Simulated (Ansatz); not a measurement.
**Nudged elastic band, with input and output: SiC18 (part 2 of 4)**

Continued. System: SiC18 (slab, 19 atoms in the cell). Method: DFT PBE, scalar-relativistic, plane waves, PAW, spin-polarised (Ansatz 0.2.0); cutoff 420 eV, 2×2×1 k-mesh, Fermi–Dirac smearing of 0.02 eV, collinear spins. It belongs to a series of runs on one base structure; here: band between the two ends.

Geometry of the input (Å; fractional positions):
```
7.3980  0.0000  0.0000
-3.6990  6.4069  0.0000
0.0000  0.0000  11.0000
C  0.0052  0.0018  0.0866
C  0.2268  0.1117  0.0860
C  0.0041  0.3347  0.0859
C  0.2257  0.4447  0.0866
C  0.0050  0.6677  0.0909
C  0.2258  0.7787  0.0909
C  0.3377  0.0009  0.0893
C  0.5600  0.1128  0.0899
C  0.3369  0.3333  0.0861
C  0.5580  0.4426  0.0912
C  0.3351  0.6658  0.0923
C  0.5591  0.7798  0.0960
C  0.6729  0.0038  0.0913
C  0.8940  0.1132  0.0861
C  0.6708  0.3337  0.0899
C  0.8931  0.4455  0.0893
C  0.6717  0.6666  0.0960
C  0.8957  0.7806  0.0923
Si 0.6159  0.7238  0.2790
```

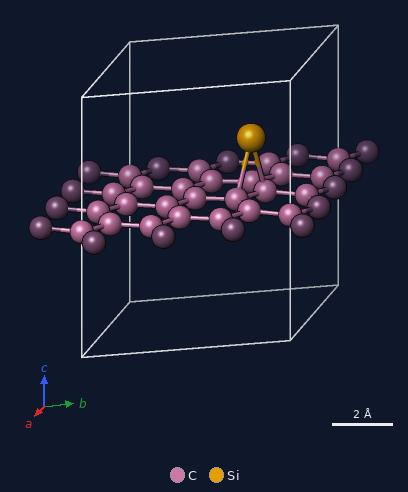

*The input geometry (ball-and-stick view of the cell of the calculation, with the vacuum cut short, seen slightly off an axis; neighbours outside the cell are drawn fainter). An atom can appear more than once, as a periodic image.*

Log, continued:
```
SCF iter   1: F=—  HF=-5161.433841 eV  |F-HF|=—  |Δ(HF+E_count)|=         —  Δρ=3.72e-2 (↑3.72e-2 ↓3.69e-2)  dr2=3.63e1  dr2_m=4.17e-3  M=0.002 μB ∫|m|=0.031 μB  β_m=0.30  ethr=3.10e-3  ⟨swp⟩=9.9  Hψ=2819  notcnv=0  defer=32
preconditioner: auto → Resta (q_TF=auto, 1.979 Å⁻¹)  ε∞=1.8  [insulator: Δε(μ)=0.211 eV  Ē_g=15.599 eV  σ=0.020 eV  W_gap=0.99  n_scr=72 (ndim 8)  ℏωp=14.1 eV  f_vac=0.565  D(μ)=0.24/eV (n_scr^D=0)  ε∞_Penn≈1.8  vacuum switching on, ρ_ref=1.8e-2 e/Å³]
spin=Collinear: Resta preconditioning applied to the charge; magnetization (m = ρ↑ − ρ↓) channel mixes plain (no charge-response kernel on spin).
SCF iter   2: F=—  HF=-5152.291608 eV  |F-HF|=—  |Δ(HF+E_count)|=    9.14e0  Δρ=2.32e-2 (↑2.32e-2 ↓2.31e-2)  dr2=1.08e1  dr2_m=1.61e-3  M=0.008 μB ∫|m|=0.067 μB  β_m=0.30  ethr=3.10e-3  ⟨swp⟩=4.0  Hψ=952  notcnv=0  defer=108
SCF iter   3: F=—  HF=-5149.480975 eV  |F-HF|=—  |Δ(HF+E_count)|=    2.81e0  Δρ=1.21e-2 (↑1.18e-2 ↓1.21e-2)  dr2=7.47e0  dr2_m=7.53e-4  M=0.001 μB ∫|m|=0.068 μB  β_m=0.30  ethr=3.10e-3  ⟨swp⟩=5.8  Hψ=1002  notcnv=0  defer=99
SCF iter   4: F=—  HF=-5149.306233 eV  |F-HF|=—  |Δ(HF+E_count)|=   1.75e-1  Δρ=8.92e-3 (↑8.92e-3 ↓8.72e-3)  dr2=3.00e0  dr2_m=5.84e-4  M=0.000 μB ∫|m|=0.037 μB  β_m=0.30  ethr=3.10e-3  ⟨swp⟩=3.0  Hψ=729  notcnv=0  defer=112
SCF iter   5: F=—  HF=-5148.648067 eV  |F-HF|=—  |Δ(HF+E_count)|=   6.58e-1  Δρ=2.33e-3 (↑2.33e-3 ↓2.23e-3)  dr2=2.16e-1  dr2_m=2.00e-4  M=0.020 μB ∫|m|=0.049 μB  β_m=0.30  ethr=3.10e-3  ⟨swp⟩=5.0  Hψ=829  notcnv=0  defer=96
SCF iter   6: F=—  HF=-5148.628845 eV  |F-HF|=—  |Δ(HF+E_count)|=   1.92e-2  Δρ=8.71e-4 (↑8.71e-4 ↓8.24e-4)  dr2=1.17e-2  dr2_m=2.79e-4  M=0.073 μB ∫|m|=0.091 μB  β_m=1.00  ethr=2.84e-4  ⟨swp⟩=4.1  Hψ=714  notcnv=0  defer=95
SCF iter   7: F=—  HF=-5148.631920 eV  |F-HF|=—  |Δ(HF+E_count)|=   3.08e-3  Δρ=9.06e-4 (↑9.06e-4 ↓6.78e-4)  dr2=4.98e-3  dr2_m=1.82e-3  M=0.174 μB ∫|m|=0.219 μB  β_m=1.00  ethr=1.54e-5  ⟨swp⟩=2.4  Hψ=744  notcnv=0  defer=94
SCF iter   8: F=—  HF=-5148.652664 eV  |F-HF|=—  |Δ(HF+E_count)|=   2.07e-2  Δρ=1.86e-3 (↑1.86e-3 ↓1.33e-3)  dr2=5.98e-3  dr2_m=1.20e-2  M=0.477 μB ∫|m|=0.554 μB  β_m=1.00  ethr=6.55e-6  ⟨swp⟩=3.6  Hψ=730  notcnv=0  defer=94
SCF iter   9: F=—  HF=-5148.712082 eV  |F-HF|=—  |Δ(HF+E_count)|=   5.94e-2  Δρ=1.54e-3 (↑1.54e-3 ↓8.47e-4)  dr2=2.07e-2  dr2_m=6.42e-3  M=0.584 μB ∫|m|=0.766 μB  β_m=1.00  ethr=6.55e-6  ⟨swp⟩=4.5  Hψ=1000  notcnv=0  defer=94
SCF iter  10: F=—  HF=-5148.732509 eV  |F-HF|=—  |Δ(HF+E_count)|=   2.04e-2  Δρ=9.93e-4 (↑9.93e-4 ↓3.80e-4)  dr2=1.41e-2  dr2_m=1.91e-3  M=0.677 μB ∫|m|=0.867 μB  β_m=1.00  ethr=6.55e-6  ⟨swp⟩=3.8  Hψ=982  notcnv=0  defer=94
SCF iter  11: F=—  HF=-5148.736392 eV  |F-HF|=—  |Δ(HF+E_count)|=   3.88e-3  Δρ=5.53e-4 (↑4.36e-4 ↓5.53e-4)  dr2=8.10e-3  dr2_m=6.43e-4  M=0.782 μB ∫|m|=0.913 μB  β_m=0.30  ethr=6.55e-6  ⟨swp⟩=5.0  Hψ=879  notcnv=0  defer=95
Mixer restart at iter 11: flushing history
spin-set hold released at iteration 11 (site moments contracting): the magnetisation degrees of freedom join the quasi-Newton model from the next iteration; the mixer history was flushed
SCF iter  12: F=—  HF=-5148.735666 eV  |F-HF|=—  |Δ(HF+E_count)|=   7.26e-4  Δρ=6.09e-4 (↑5.77e-4 ↓6.09e-4)  dr2=7.82e-4  dr2_m=1.55e-3  M=0.869 μB ∫|m|=0.974 μB  β_m=0.38  ethr=6.55e-6  ⟨swp⟩=3.5  Hψ=605  notcnv=0  defer=95
SCF iter  13: F=—  HF=-5148.738353 eV  |F-HF|=—  |Δ(HF+E_count)|=   2.69e-3  Δρ=6.86e-4 (↑6.85e-4 ↓6.86e-4)  dr2=2.24e-4  dr2_m=2.21e-3  M=0.952 μB ∫|m|=1.039 μB  β_m=0.49  ethr=1.03e-6  ⟨swp⟩=2.0  Hψ=612  notcnv=0  defer=95
SCF iter  14: F=—  HF=-5148.745021 eV  |F-HF|=—  |Δ(HF+E_count)|=   6.67e-3  Δρ=5.86e-4 (↑5.86e-4 ↓4.78e-4)  dr2=2.21e-4  dr2_m=1.34e-3  M=0.998 μB ∫|m|=1.092 μB  β_m=0.84  ethr=2.95e-7  ⟨swp⟩=3.5  Hψ=951  notcnv=0  defer=95
SCF iter  15: F=—  HF=-5148.749875 eV  |F-HF|=—  |Δ(HF+E_count)|=   4.85e-3  Δρ=2.76e-4 (↑2.25e-4 ↓2.76e-4)  dr2=6.34e-4  dr2_m=2.33e-4  M=1.000 μB ∫|m|=1.115 μB  β_m=0.74  ethr=2.91e-7  ⟨swp⟩=3.6  Hψ=979  notcnv=0  defer=95
SCF iter  16: F=—  HF=-5148.750355 eV  |F-HF|=—  |Δ(HF+E_count)|=   4.80e-4  Δρ=1.41e-4 (↑1.38e-4 ↓1.41e-4)  dr2=9.95e-5  dr2_m=8.14e-5  M=1.000 μB ∫|m|=1.123 μB  β_m=0.66  ethr=2.91e-7  ⟨swp⟩=3.4  Hψ=862  notcnv=0  defer=95
SCF iter  17: F=—  HF=-5148.750411 eV  |F-HF|=—  |Δ(HF+E_count)|=   5.61e-5  Δρ=6.54e-5 (↑6.54e-5 ↓2.57e-5)  dr2=4.11e-5  dr2_m=5.09e-6  M=1.000 μB ∫|m|=1.131 μB  β_m=0.83  ethr=1.31e-7  ⟨swp⟩=3.0  Hψ=974  notcnv=0  defer=95
SCF iter  18: F=—  HF=-5148.750385 eV  |F-HF|=—  |Δ(HF+E_count)|=   2.55e-5  Δρ=5.43e-5 (↑5.43e-5 ↓4.58e-5)  dr2=7.42e-6  dr2_m=1.10e-5  M=1.000 μB ∫|m|=1.133 μB  β_m=0.87  ethr=5.41e-8  ⟨swp⟩=2.1  Hψ=572  notcnv=0  defer=95
SCF iter  19: F=—  HF=-5148.750412 eV  |F-HF|=—  |Δ(HF+E_count)|=   2.72e-5  Δρ=3.14e-5 (↑3.14e-5 ↓2.54e-5)  dr2=9.49e-6  dr2_m=2.23e-6  M=1.000 μB ∫|m|=1.132 μB  β_m=0.90  ethr=9.77e-9  ⟨swp⟩=3.0  Hψ=770  notcnv=0  defer=95
SCF iter  20: F=—  HF=-5148.750414 eV  |F-HF|=—  |Δ(HF+E_count)|=   1.82e-6  Δρ=1.37e-5 (↑1.37e-5 ↓5.96e-6)  dr2=3.25e-6  dr2_m=2.94e-7  M=1.000 μB ∫|m|=1.131 μB  β_m=0.70  ethr=9.77e-9  ⟨swp⟩=2.2  Hψ=679  notcnv=0  defer=95
SCF iter  21: F=—  HF=-5148.750414 eV  |F-HF|=—  |Δ(HF+E_count)|=   2.42e-7  Δρ=7.91e-6 (↑7.91e-6 ↓5.51e-6)  dr2=1.37e-7  dr2_m=2.01e-7  M=1.000 μB ∫|m|=1.131 μB  β_m=0.72  ethr=4.27e-9  ⟨swp⟩=2.5  Hψ=574  notcnv=0  defer=95
iter 22 did not close the SCF: its close was put off for a magnetic moment that had not settled (scf_convergence_deferred on its scf_iter line)
SCF iter  22: F=-5148.750415 eV  HF=-5148.750415 eV  |F-HF|=2.71e-8  |Δ(HF+E_count)|=   5.52e-7  Δρ=2.54e-6 (↑2.54e-6 ↓1.20e-6)  dr2=2.16e-8  dr2_m=1.49e-8  M=1.000 μB ∫|m|=1.131 μB  β_m=0.86  ethr=1.32e-10  ⟨swp⟩=5.0  Hψ=1580  notcnv=0
iter 23 did not close the SCF: its close was put off for a magnetic moment that had not settled (scf_convergence_deferred on its scf_iter line)
SCF iter  23: F=-5148.750415 eV  HF=-5148.750415 eV  |F-HF|=2.79e-9  |Δ(HF+E_count)|=   5.21e-8  Δρ=1.02e-6 (↑1.02e-6 ↓5.75e-7)  dr2=1.04e-8  dr2_m=2.33e-9  M=1.000 μB ∫|m|=1.131 μB  β_m=0.88  ethr=2.85e-11  ⟨swp⟩=1.9  Hψ=1388  notcnv=0
iter 24 did not close the SCF: its close was put off for a magnetic moment that had not settled (scf_convergence_deferred on its scf_iter line)
SCF iter  24: F=-5148.750415 eV  HF=-5148.750415 eV  |F-HF|=6.65e-9  |Δ(HF+E_count)|=   7.41e-9  Δρ=4.89e-7 (↑4.89e-7 ↓4.86e-7)  dr2=8.19e-9  dr2_m=3.17e-10  M=1.000 μB ∫|m|=1.131 μB  β_m=0.72  ethr=1.36e-11  ⟨swp⟩=1.6  Hψ=1366  notcnv=0
SCF iter  25: F=-5148.750415 eV  HF=-5148.750415 eV  |F-HF|=7.04e-10  |Δ(HF+E_count)|=  7.95e-10  Δρ=1.94e-7 (↑1.94e-7 ↓1.52e-7)  dr2=9.23e-10  dr2_m=6.78e-11  M=1.000 μB ∫|m|=1.131 μB  ethr=1.08e-11  ⟨swp⟩=1.9  Hψ=1181  notcnv=0
SCF 1 converged in 25 iterations: F = -5148.750415 eV  dr2 = 9.23e-10
[...]
  greatest PAW one-centre occupation: 0.753 electrons in one spin orbital (limit 2), on the Si atom at site 18 (counted from 0), in its partial waves of l = 0
NSCF: frozen V_eff on 4 k-points
NEB image 4
spin=Collinear: Resta preconditioning applied to the charge; magnetization (m = ρ↑ − ρ↓) channel mixes plain (no charge-response kernel on spin).
Mixer restart at iter 11: flushing history
spin-set hold released at iteration 11 (site moments contracting): the magnetisation degrees of freedom join the quasi-Newton model from the next iteration; the mixer history was flushed
NSCF: frozen V_eff on 4 k-points
NEB end point (image 0): max|allowed force component| = 1.001e-2 eV/Å (the criterion of neb.relax_end_points is 1.000e-2)
NEB end point (image 4): max|allowed force component| = 9.989e-3 eV/Å (the criterion of neb.relax_end_points is 1.000e-2)
NEB image 1
preconditioner: auto → LDOS  [metal: Δε(μ)=0.020 eV  Ē_g=15.127 eV  σ=0.020 eV  W_gap=0.25  n_scr=72 (ndim 8)  ℏωp=13.8 eV  f_vac=0.558  D(μ)=11.94/eV (n_scr^D=72)]
spin=Collinear: LDOS preconditioning applied to the charge; magnetization (m = ρ↑ − ρ↓) channel mixes plain (no charge-response kernel on spin).
Mixer restart at iter 7: flushing history
spin-set hold released at iteration 7 (site moments contracting): the magnetisation degrees of freedom join the quasi-Newton model from the next iteration; the mixer history was flushed
  greatest PAW one-centre occupation: 0.761 electrons in one spin orbital (limit 2), on the Si atom at site 18 (counted from 0), in its partial waves of l = 0
NEB image 2
preconditioner: auto → LDOS  [metal: Δε(μ)=0.035 eV  Ē_g=15.116 eV  σ=0.020 eV  W_gap=0.41  n_scr=72 (ndim 8)  ℏωp=13.8 eV  f_vac=0.557  D(μ)=10.54/eV (n_scr^D=54)]
spin=Collinear: LDOS preconditioning applied to the charge; magnetization (m = ρ↑ − ρ↓) channel mixes plain (no charge-response kernel on spin).
preconditioner: auto → Resta (q_TF=auto, 1.979 Å⁻¹)  ε∞=1.9  [insulator: Δε(μ)=0.055 eV  Ē_g=15.194 eV  σ=0.020 eV  W_gap=0.59  n_scr=72 (ndim 8)  ℏωp=14.1 eV  f_vac=0.563  D(μ)=7.56/eV (n_scr^D=34)  ε∞_Penn≈1.9  vacuum switching on, ρ_ref=1.7e-2 e/Å³]
spin=Collinear: Resta preconditioning applied to the charge; magnetization (m = ρ↑ − ρ↓) channel mixes plain (no charge-response kernel on spin).
Mixer restart at iter 14: flushing history
spin-set hold released at iteration 14 (site moments contracting): the magnetisation degrees of freedom join the quasi-Newton model from the next iteration; the mixer history was flushed
  greatest PAW one-centre occupation: 0.762 electrons in one spin orbital (limit 2), on the Si atom at site 18 (counted from 0), in its partial waves of l = 0
NEB image 3
preconditioner: auto → LDOS  [metal: Δε(μ)=0.021 eV  Ē_g=15.128 eV  σ=0.020 eV  W_gap=0.25  n_scr=72 (ndim 8)  ℏωp=13.8 eV  f_vac=0.558  D(μ)=12.06/eV (n_scr^D=84)]
spin=Collinear: LDOS preconditioning applied to the charge; magnetization (m = ρ↑ − ρ↓) channel mixes plain (no charge-response kernel on spin).
Mixer restart at iter 8: flushing history
spin-set hold released at iteration 8 (site moments contracting): the magnetisation degrees of freedom join the quasi-Newton model from the next iteration; the mixer history was flushed
  greatest PAW one-centre occupation: 0.760 electrons in one spin orbital (limit 2), on the Si atom at site 18 (counted from 0), in its partial waves of l = 0
NEB iter   1: max|band force component| = 1.041e0 eV/Å  barrier→ = 0.3127 eV  barrier← = 0.3127 eV  Δτ_max = 0.1535 Å  (119 SCF iters)
  M     (μB):  +1.0000  +1.0551  +1.0657  +1.3583  +1.0000
  M_abs (μB):   1.1333   1.4140   1.4714   1.8753   1.1334
NEB image 1
Initial density: handed on by an earlier stage of this run
Starting moments: Σ|m| = 0.22 μB on 1 of 19 sites; this step starts from the density that it was given
Initial wavefunctions: those handed on with the density
preconditioner: auto → LDOS  [metal: Δε(μ)=0.016 eV  Ē_g=13.531 eV  σ=0.020 eV  W_gap=0.19  n_scr=72 (ndim 8)  ℏωp=14.2 eV  f_vac=0.599  D(μ)=7.27/eV (n_scr^D=34)]
spin=Collinear: LDOS preconditioning applied to the charge; magnetization (m = ρ↑ − ρ↓) channel mixes plain (no charge-response kernel on spin).
  greatest PAW one-centre occupation: 0.757 electrons in one spin orbital (limit 2), on the Si atom at site 18 (counted from 0), in its partial waves of l = 0
NEB image 2
preconditioner: auto → LDOS  [metal: Δε(μ)=0.025 eV  Ē_g=13.541 eV  σ=0.020 eV  W_gap=0.30  n_scr=72 (ndim 8)  ℏωp=14.2 eV  f_vac=0.599  D(μ)=6.24/eV (n_scr^D=22)]
spin=Collinear: LDOS preconditioning applied to the charge; magnetization (m = ρ↑ − ρ↓) channel mixes plain (no charge-response kernel on spin).
NEB image 3
preconditioner: auto → LDOS  [metal: Δε(μ)=0.040 eV  Ē_g=13.564 eV  σ=0.020 eV  W_gap=0.46  n_scr=72 (ndim 8)  ℏωp=14.2 eV  f_vac=0.597  D(μ)=7.64/eV (n_scr^D=34)]
spin=Collinear: LDOS preconditioning applied to the charge; magnetization (m = ρ↑ − ρ↓) channel mixes plain (no charge-response kernel on spin).
  greatest PAW one-centre occupation: 0.758 electrons in one spin orbital (limit 2), on the Si atom at site 18 (counted from 0), in its partial waves of l = 0
NEB iter   2: max|band force component| = 6.952e-1 eV/Å  barrier→ = 0.1189 eV  barrier← = 0.1189 eV  Δτ_max = 0.2000 Å  (44 SCF iters)
[... from here on the SCF iterations and repeated set-up lines of each step are left out, up to the last step ...]
NEB image 1
NEB image 2
NEB image 3
NEB iter   3: max|band force component| = 1.047e0 eV/Å  barrier→ = 0.1009 eV  barrier← = 0.1009 eV  Δτ_max = 0.0993 Å  (43 SCF iters)
NEB image 1
NEB image 2
NEB image 3
NEB iter   4: max|band force component| = 2.019e-1 eV/Å  barrier→ = 0.0607 eV  barrier← = 0.0607 eV  CI = image 3  Δτ_max = 0.0525 Å  (38 SCF iters)
NEB image 1
NEB image 2
NEB image 3
NEB iter   5: max|band force component| = 1.881e-1 eV/Å  barrier→ = 0.0511 eV  barrier← = 0.0511 eV  CI = image 3  Δτ_max = 0.0963 Å  (35 SCF iters)
NEB image 1
NEB image 2
NEB image 3
NEB iter   6: max|band force component| = 1.023e-1 eV/Å  barrier→ = 0.0439 eV  barrier← = 0.0439 eV  CI = image 3  Δτ_max = 0.0257 Å  (35 SCF iters)
NEB image 1
NEB image 2
NEB image 3
NEB iter   7: max|band force component| = 5.601e-2 eV/Å  barrier→ = 0.0433 eV  barrier← = 0.0433 eV  CI = image 1  Δτ_max = 0.0101 Å  (30 SCF iters)
NEB image 1
NEB image 2
NEB image 3
NEB iter   8: max|band force component| = 4.807e-2 eV/Å  barrier→ = 0.0432 eV  barrier← = 0.0432 eV  CI = image 3  Δτ_max = 0.0077 Å  (25 SCF iters)
  M     (μB):  +1.0000  +1.0000  +1.0000  +1.0000  +1.0000
  M_abs (μB):   1.1333   1.1568   1.1324   1.1562   1.1334
NEB image 1
preconditioner: auto → LDOS  [metal: Δε(μ)=0.004 eV  Ē_g=13.628 eV  σ=0.020 eV  W_gap=0.06  n_scr=72 (ndim 8)  ℏωp=14.2 eV  f_vac=0.604  D(μ)=6.24/eV (n_scr^D=22)]
spin=Collinear: LDOS preconditioning applied to the charge; magnetization (m = ρ↑ − ρ↓) channel mixes plain (no charge-response kernel on spin).
NEB image 2
preconditioner: auto → LDOS  [metal: Δε(μ)=0.001 eV  Ē_g=13.628 eV  σ=0.020 eV  W_gap=0.02  n_scr=72 (ndim 8)  ℏωp=14.2 eV  f_vac=0.602  D(μ)=6.30/eV (n_scr^D=22)]
spin=Collinear: LDOS preconditioning applied to the charge; magnetization (m = ρ↑ − ρ↓) channel mixes plain (no charge-response kernel on spin).
NEB image 3
preconditioner: auto → LDOS  [metal: Δε(μ)=0.001 eV  Ē_g=13.627 eV  σ=0.020 eV  W_gap=0.01  n_scr=72 (ndim 8)  ℏωp=14.2 eV  f_vac=0.604  D(μ)=6.26/eV (n_scr^D=22)]
spin=Collinear: LDOS preconditioning applied to the charge; magnetization (m = ρ↑ − ρ↓) channel mixes plain (no charge-response kernel on spin).
NEB image 1
NSCF: frozen V_eff on 4 k-points
NEB image 2
NSCF: frozen V_eff on 4 k-points
NEB image 3
NSCF: frozen V_eff on 4 k-points
the band table was solved once a step of the walk had ended and its energy, with any forces and stress, was formed, with the checks that follow a solve (2526 applications of the Hamiltonian). They found nothing against the state; the energy, forces and stress were not computed again (output.eigenvalues in the input reference)
```
